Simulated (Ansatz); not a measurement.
# Screening in H6PbCNCl3 (Pm), part 2 of 2

Wanted: ε∞ of H6PbCNCl3 (Pm) from perturbation theory, a sum over states and the RPA step of G0W0, with cost.

Ansatz 0.2.0; linear response on r2SCAN, plane waves, PAW. Known limits of the many-body steps: not at the basis limit; no spin-orbit coupling; coarse k mesh.

So far. Step 2 (Response to a homogeneous field): One over ε∞ averages 0.30, somewhat over the quarter of exact exchange in PBE0.

**3. Independent-particle spectrum**

The independent-particle spectrum shows where the oscillator strength lies, before excitons and local fields.

This step: independent-particle optics on r2SCAN, plane waves, PAW.

input.yaml

```yaml
crystal:
  lattice:
    - [5.752832, 0.0, 0.0]
    - [0.0, 5.764671, 0.0]
    - [-0.002604, 0.0, 5.855201]
  atoms:
    - { symbol: H, position: [0.879476, 0.5, 0.790423] }
    - { symbol: H, position: [0.813252, 0.344072, 0.047387] }
    - { symbol: H, position: [0.813252, 0.655928, 0.047387] }
    - { symbol: H, position: [0.229661, 0.354316, 0.978538] }
    - { symbol: H, position: [0.229661, 0.645684, 0.978538] }
    - { symbol: H, position: [0.170957, 0.5, 0.216412] }
    - { symbol: Pb, position: [0.473988, 0.0, 0.483874] }
    - { symbol: C, position: [0.894268, 0.5, 0.976848] }
    - { symbol: "N", position: [0.144932, 0.5, 0.040731] }
    - { symbol: Cl, position: [0.427891, 0.0, 0.975558] }
    - { symbol: Cl, position: [0.429192, 0.5, 0.520036] }
    - { symbol: Cl, position: [0.971826, 0.0, 0.43966] }
kpoints:
  mp_grid: { grid: [4, 4, 4] }
hamiltonian:
  xc: r2scan
scf:
  occupations: { method: fixed }
  n_extra_bands: 133
output:
  optics: { e_range: [0, 25], de: 0.1, sigma: 0.2 }
```

The run is started by

```console
$ ansatz run input.yaml --threads 3 --pin off --max-ram 92160MiB --backend cuda --events-out ev --progress --plain --runs-dir out --devices 1 --max-vram 13GiB
```

Numbers of over 12 decimals in the logs are rounded to 6 here.

What it wrote:

```text
[...]
GPUs: using 1 of 1 available (devices: 1).
[...]
GPU FFT provider: cuFFT
GPU libraries: cuBLAS 13.8.2, cuFFT 12.4.0, cuSOLVER 12.3.4
Crystal: 12 atoms, lattice volume = 194.177 Å³
Basis set: ecut = 500 eV, 4961 PW (Γ), exchange–correlation on 180×180×180 points (64 copies of the dense FFT grid, shifted against one another)
Bands: 158, of which v1, the nominal top of the filled ones, is band 25 counted from 1 (24 counted from 0)
Symmetry: 2 space group operations
[...]
k-points: 30 of 64 (time reversal used)
[...]
GPU buffer pool allocated for 91125 grid points (all kernels)
[...]
SCF iter   1: F=—  HF=-15911.957304 eV  |F-HF|=—  |Δ(HF+E_count)|=         —  Δρ=4.70e-3  dr2=2.68e-2  dr2_τ=4.45e-1  ethr=1.77e-3  ⟨swp⟩=5.0  Hψ=16416  notcnv=0  defer=3930
[...]
SCF iter  10: F=-15911.780860 eV  HF=-15911.780860 eV  |F-HF|=3.64e-12  |Δ(HF+E_count)|=  1.64e-11  Δρ=4.21e-8  dr2=2.91e-12  dr2_τ=2.64e-13  ethr=1.00e-12  ⟨swp⟩=16.3  Hψ=51585  notcnv=0
SCF 1 converged in 10 iterations: F = -15911.780860 eV  dr2 = 2.91e-12
[...]
Optics k sum: 0 of 30 k-points
Optics k sum: 2 of 30 k-points
[...]
Optics k sum: 30 of 30 k-points
[...]
SCF converged after 10 iterations
Free energy (F): -15911.780860 eV
[...]
Internal energy: -15911.780860 eV  (E = F + TS)
E sigma→0 (E₀):  -15911.780860 eV
Fermi energy:    1.438269 eV
[...]
--- Band table (eV; the first three rows and the last of 30) ---
  k-point 0: bands = [... 21 lower, -0.5488, -0.4153, -0.0849, -0.0562, 6.3396, 7.3415, 7.5292, 7.9625, ... 129 higher]
  k-point 1: bands = [... 21 lower, -0.5337, -0.3814, -0.0924, -0.0457, 6.2089, 6.7991, 7.3491, 7.8582, ... 129 higher]
  k-point 2: bands = [... 21 lower, -0.3666, -0.3448, -0.1002, 0.0992, 5.0887, 7.2275, 7.4221, 7.7256, ... 129 higher]
  k-point 29: bands = [... 21 lower, -0.3908, 0.0818, 0.0932, 1.4383, 4.3876, 4.4168, 4.6459, 7.7704, ... 129 higher]
```

Run time: 2.4 min. Hardware: 1 × NVIDIA H100 80GB HBM3 (shared by 6 runs) with 3 threads of AMD EPYC 7R13 (Zen 3), shared host; peak memory 3.1 GiB.

This step gave:

| Property | Result |
| --- | --- |
| ε∞ without local fields (xx, yy, zz) | 3.650, 3.550, 3.456 |
| electrons in the f-sum (xx, yy, zz) | 48.14, 48.33, 48.33 |
| bands in the explicit sum (the static value is completed to all bands) | 158 |

The sum gives ε∞ = 3.65, 3.55 and 3.46 without local fields.

The ε₂ has structure finer than the step of the table below, so its rows give means over 1 eV, whole bins alone (the curve runs from 0 to 25 eV). Peaks (eV: height): xx 4.5: 4.51, 10.5: 2.68, 13.6: 2.80; yy 5.3: 3.90, 11.1: 2.94, 15.4: 1.86; zz 5.4: 3.90, 11.2: 2.99.

Independent particles, no local fields, Gaussian width 0.2 eV. The ε₂ by photon energy; means over each step:

```
photon energy (eV)     xx      yy      zz
                 2      0  6.1e-6  1.2e-5
                 3  0.409   0.387   0.368
                 4   3.46    2.19    2.02
                 5   3.36    3.44    3.11
                 6   2.10    2.49    2.60
                 7   1.41    1.59    1.50
                 8   1.12    1.65    1.47
                 9   2.20    2.30    1.98
                10   2.29    2.48    2.13
                11   2.43    2.64    2.76
                12   2.17    2.46    2.33
                13   2.41    1.84    2.02
                14   1.98    1.43    1.77
                15   1.41    1.46    1.64
                16   1.58    1.41    1.49
                17   1.33    1.27    1.28
                18   1.06    1.05    1.07
                19  0.704   0.806   0.720
                20  0.662   0.686   0.658
                21  0.550   0.583   0.579
                22  0.495   0.501   0.515
                23  0.342   0.396   0.417
                24  0.257   0.299   0.301
```

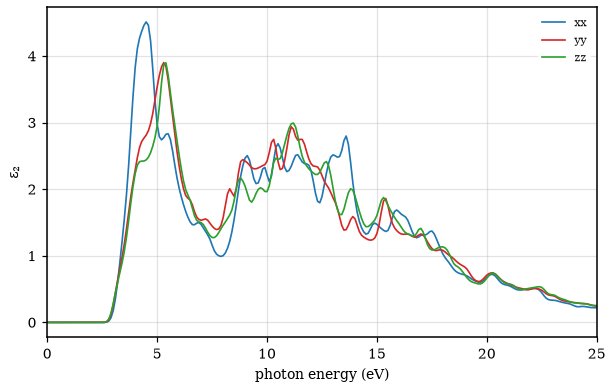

ε₂, plotted against photon energy.

The loss function has structure finer than the step of the table below, so its rows give means over 2 eV, whole bins alone (the curve runs from 0 to 25 eV). Peaks (eV: height): xx 19.4: 1.46, 22.6: 1.87; yy 14.3: 0.685, 19.4: 1.43, 22.7: 1.54; zz 19.3: 1.51, 21.3: 1.46, 22.7: 1.57.

Independent particles, no local fields, Gaussian width 0.2 eV. Loss function against photon energy; means over each step:

```
photon energy (eV)      xx      yy      zz
                 2  3.6e-4  6.6e-4  8.3e-4
                 4   0.100  0.0749  0.0757
                 6   0.291   0.253   0.254
                 8   0.188   0.200   0.208
                10   0.254   0.258   0.232
                12   0.344   0.387   0.360
                14   0.517   0.620   0.534
                16   0.641   0.640   0.634
                18   0.999   0.935   0.974
                20    1.38    1.29    1.32
                22    1.56    1.43    1.39
                24    1.15    1.17    1.22
```

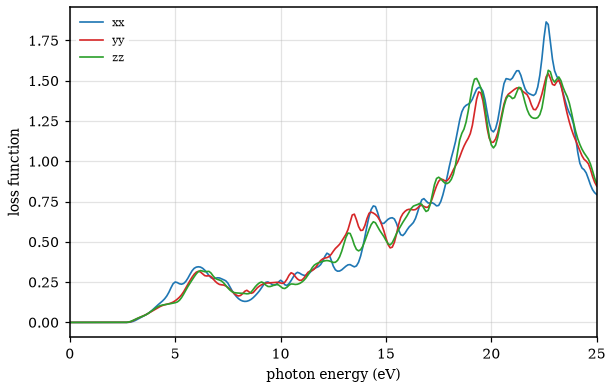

Loss function, plotted against photon energy.

Independent particles, no local fields, Gaussian width 0.2 eV. ε₁ against photon energy:

```
photon energy (eV)       xx     yy      zz
                 0     3.64   3.54    3.44
                 1     3.72   3.61    3.51
                 2     4.03   3.87    3.76
                 3     5.22   4.87    4.68
                 4     5.43   4.96    4.70
                 5     1.73   3.72    3.93
                 6     1.35   1.42    1.42
                 7     1.77   1.99    1.83
                 8     2.40   2.66    2.42
                 9     2.54   2.20    2.03
                10     1.89   2.01    2.23
                11     1.57   1.68    1.79
                12    0.890  0.603   0.911
                13     1.06  0.237   0.302
                14   -0.231  0.408   0.391
                15    0.421  0.876   0.758
                16    0.364  0.335   0.202
                17    0.234  0.301   0.192
                18  -0.0950  0.197   0.133
                19    0.122  0.135  0.0704
                20    0.330  0.362   0.402
                21    0.243  0.262   0.288
                22    0.323  0.358   0.375
                23    0.320  0.334   0.326
                24    0.392  0.418   0.402
                25    0.479  0.484   0.474
```

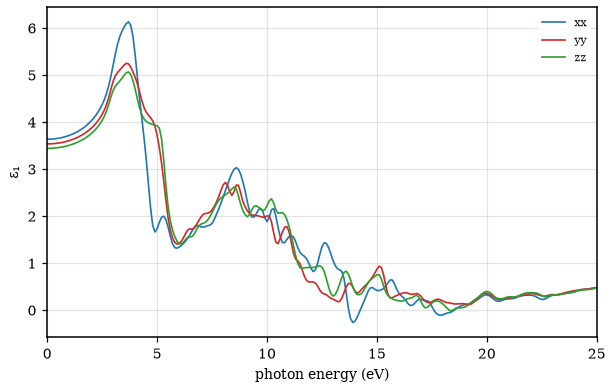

ε₁, plotted against photon energy.

**4. RPA screening from the G0W0 run**

G0W0 replaces the xc potential by the self-energy, built once from these orbitals. Only a window of levels is corrected, while the sums run over the empty bands that the input names.

This step: G0W0 on r2SCAN, plane waves, PAW.

input.yaml, as its differences from that of step 3:

```diff
@@ -19,3 +19,3 @@
 kpoints:
-  mp_grid: { grid: [4, 4, 4] }
+  mp_grid: { grid: [2, 2, 2] }
 hamiltonian:
@@ -24,4 +24,7 @@
   occupations: { method: fixed }
-  n_extra_bands: 133
-output:
-  optics: { e_range: [0, 25], de: 0.1, sigma: 0.2 }
+gw:
+  n_empty_bands: 892
+  ecut_chi: 160.0
+  qp_bands: [v4, c4]
+  qp_kpoints: band_edges
+  screening: { model: contour_deformation }
```

What it wrote:

```text
GPUs: using 1 of 1 available (devices: 1).
[...]
GPU FFT provider: cuFFT
GPU libraries: cuBLAS 13.8.2, cuFFT 12.4.0, cuSOLVER 12.3.4
Crystal: 12 atoms, lattice volume = 194.177 Å³
Basis set: ecut = 500 eV, 4961 PW (Γ), exchange–correlation on 180×180×180 points (64 copies of the dense FFT grid, shifted against one another)
Bands: 37, of which v1, the nominal top of the filled ones, is band 25 counted from 1 (24 counted from 0)
[...]
0    29      7.9601    -7.5743    -3.9045   -11.9707  0.7806     8.4550     8.4521  root
[...]
7    26      4.3595    -7.4594    -3.5564   -11.4479  0.8030     4.7948     4.7916  root
     7    27      4.3893    -7.3876    -3.5599   -11.3833  0.8040     4.8283     4.8251  root
     7    28      4.6241    -7.5994    -3.5532   -11.5821  0.8035     5.0567     5.0536  root
     7    29      7.7835    -4.1091    -3.6744    -8.3514  0.8197     8.3569     8.3514  root
[key lines of the parts left out:]
SCF converged after 7 iterations
Free energy (F): -15911.447651 eV
Fermi energy:    1.444790 eV
```

Elapsed: 25 s, on 1 × NVIDIA H100 80GB HBM3 (shared by 6 runs) with 3 threads; peak memory 2.9 GiB; 41 s of CPU time.

Numbers from this step:

```
bands summed                                 : 917
RPA ε∞ on this mesh (eigenvalues)            : 3.927, 4.148, 4.530
plane waves in the screening matrix          : 897
G0W0 gap on the mesh                         : 4.316 eV
k of the valence top                         : -0.5, -0.5, -0.5
k of the conduction bottom                   : -0.5, -0.5, -0.5
starting gap on the mesh                     : 2.915 eV
least direct G0W0 gap on the computed points : 4.316 eV
```

The gap on the mesh goes from 2.91 eV to 4.32 eV, a correction of +1.40 eV. Between the two edge states, bare exchange in place of the xc potential would open the gap by 6.41 eV, and correlation takes back 5.00 eV.

Mean over the mesh in bins of 0.25 1/Å. The static inverse dielectric function, diagonal by length of q+G:

```
length of q+G (Å⁻¹)  static inverse dielectric function, diagonal
               0.54                                         0.449
               0.77                                         0.479
               1.27                                         0.597
               1.58                                         0.664
               1.99                                         0.744
               2.27                                         0.789
               2.48                                         0.816
               2.98                                         0.868
               3.25                                         0.888
               3.76                                         0.920
               4.00                                         0.931
               4.48                                         0.950
               4.73                                         0.958
               5.00                                         0.965
               5.49                                         0.976
               5.76                                         0.980
               6.25                                         0.987
               6.42                                         0.989
```

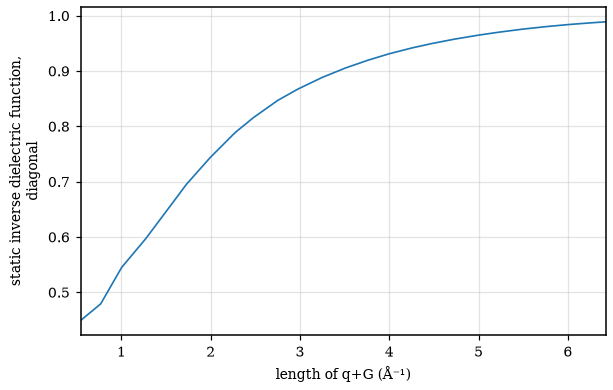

Static inverse dielectric function, diagonal against length of q+G.

**5. The values together**

Times are wall times on 1 × NVIDIA H100 80GB HBM3 (shared by 6 runs) with 3 threads of AMD EPYC 7R13 (Zen 3), shared host, good to a factor of about two.

```
                                          method                            mesh  ε∞, low  middle  high  mean     time
perturbation theory (local fields and xc kernel)  4×4×4 (response on 512 points)     3.27    3.38  3.49  3.38     92 s
               sum over states (no local fields)                           4×4×4     3.46    3.55  3.65  3.55  2.4 min
           RPA with local fields, on the GW mesh                           2×2×2     3.93    4.15  4.53  4.20     25 s
```

**6. Outcome**

- perturbation theory (local fields and xc kernel): 3.27, 3.38, 3.49
- sum over states (no local fields): 3.46, 3.55, 3.65
- RPA with local fields, on the GW mesh: 3.93, 4.15, 4.53

**Reading.** Mean Born effective charge: H1 0.07, H2 0.08, H4 0.45, H6 0.45, Pb7 3.77, C8 0.26 e. The most distinct maxima of the ε₂ (xx) lie at 4.5, 10.5 and 13.6 eV, the highest at 4.5 eV. The most distinct maxima of the loss function (xx) lie at 19.4 and 22.6 eV, the highest at 22.6 eV. The sum without local fields gives 3.55 in the mean against 3.38 by perturbation theory; local fields lower ε∞ and the xc kernel gives part of it back, though the sum also carries the error of its own mesh. The RPA values on the 2×2×2 mesh average 1.24 times those of perturbation theory (means 4.20 and 3.38). Without the xc kernel RPA should lie a little lower; it lies higher here. Perturbation theory sums its response on a denser mesh of its own, so the coarser sum of the GW run is the likely cause. Ions are clamped, so the lattice part of the static constant is not in these numbers.

[Paths, hosts, dates, memory and timing lines, banners, echoed tables and standing remarks are left out of the program output.]

[Logs are printed without paths, hosts, clocks, repeated set-up lines and the standing remarks that a program may print on its own settings, such as how far it seeks lower states.]

[Runs of the session that timed out or met a known fault of the program may be left out.]

[Cells called generated may have been cut or substituted from an entry of the Crystallography Open Database or the Materials Project.]

[Hosts, paths, dates, database ids (printed as entryN), source tags and the programs' standing remarks are cut or masked in the printed files.]
